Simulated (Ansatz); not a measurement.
Sn3GeSe4

```
CELL_PARAMETERS angstrom
5.79045 0.00000 0.00000
0.00000 5.79045 0.00000
0.00000 0.00000 11.56153
ATOMIC_POSITIONS crystal
Sn 0.00000 0.00000 0.50000
Sn 0.50000 0.50000 0.00000
Sn 0.00000 0.50000 0.25000
Sn 0.50000 0.00000 0.75000
Sn 0.50000 0.00000 0.25000
Sn 0.00000 0.50000 0.75000
Ge 0.00000 0.00000 0.00000
Ge 0.50000 0.50000 0.50000
Se 0.00000 0.00000 0.75848
Se 0.50000 0.50000 0.25848
Se 0.00000 0.00000 0.24152
Se 0.50000 0.50000 0.74152
Se 0.00000 0.50000 0.00000
Se 0.50000 0.00000 0.50000
Se 0.50000 0.00000 0.00000
Se 0.00000 0.50000 0.50000
```

Space group I4/mmm; a structure generated by program, which may or may not match a known phase; changed on purpose from its base cell (volume × 0.91, shape and atoms relaxed); computed pressure about 6 GPa in this cell.

Method: DFT PBE, scalar-relativistic, plane waves, PAW in Ansatz.

### Predict the valence pseudo-density and electron localisation function between the atoms.

Ge–Se (2.79 Å): ρ at the midpoint is about 0.29 e/Å³; the ELF is about 0.50 at the midpoint.
Sn–Se (2.90 Å): ρ at the midpoint is about 0.27 e/Å³; the ELF is about 0.40 at the midpoint and 0.30 at its lowest between the atoms.
Ge–Se (2.90 Å): ρ at the midpoint is about 0.24 e/Å³; the ELF is about 0.45 at the midpoint.
Sn–Se (2.99 Å): ρ at the midpoint is about 0.23 e/Å³; the ELF is about 0.40 at the midpoint.

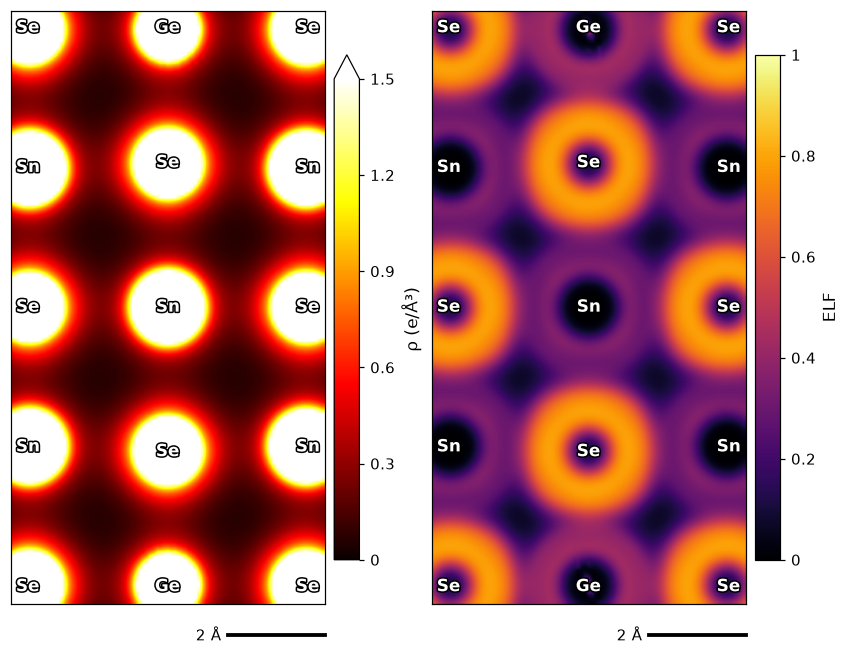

Computed valence pseudo-density and electron localisation function on the (010) plane of the conventional cell, in this order. 
